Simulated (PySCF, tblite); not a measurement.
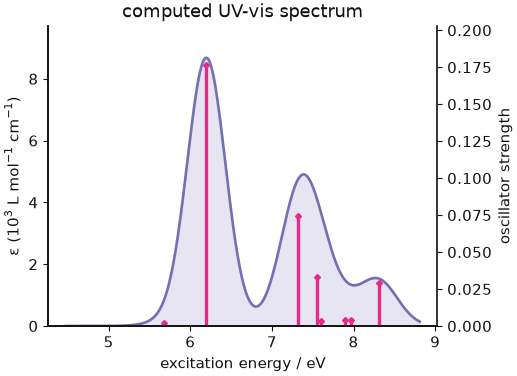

Vertical TDDFT excitations, CAM-B3LYP/def2-SVPD in PySCF 2.14.0, at a GFN2-xTB geometry (a minimum by its frequencies), gas phase. Only the first 8 singlet excitations are included; each is broadened by a Gaussian of 1/e half-width 0.33 eV. Sticks give oscillator strengths (right axis).

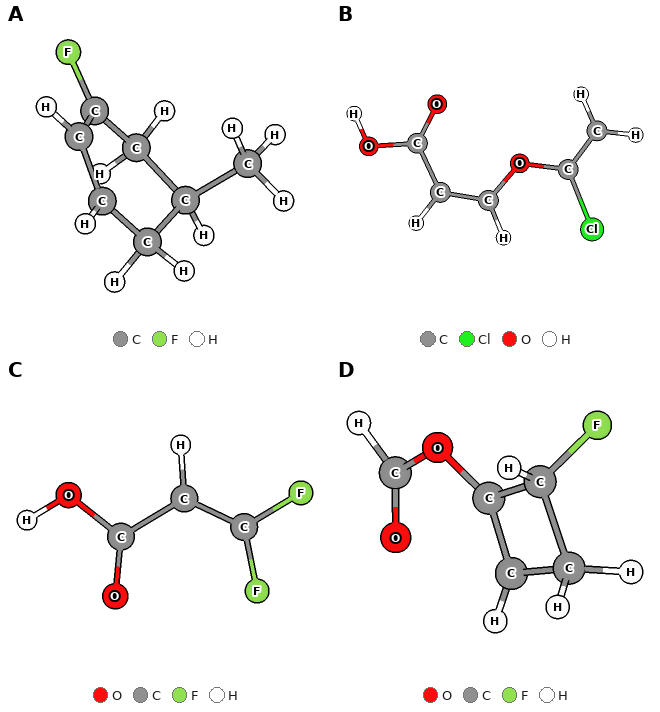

**Whose absorption spectrum is this? The candidates are drawn in the second picture. Charge and spin: A +1 singlet; B neutral singlet; C neutral singlet; D neutral singlet.**

Structure D, C₅H₅FO₂, SMILES O=COC1=CC[C@H]1F. Its lowest singlet lies at 5.68 eV (f = 0.002) and the brightest of those computed is S2 at 6.20 eV (200 nm), f = 0.177, mainly HOMO → LUMO (97 %).

Caveats: the tight-binding geometry is rougher than a DFT one and adds to the error; one conformer of a flexible molecule; core orbitals are frozen in the response.
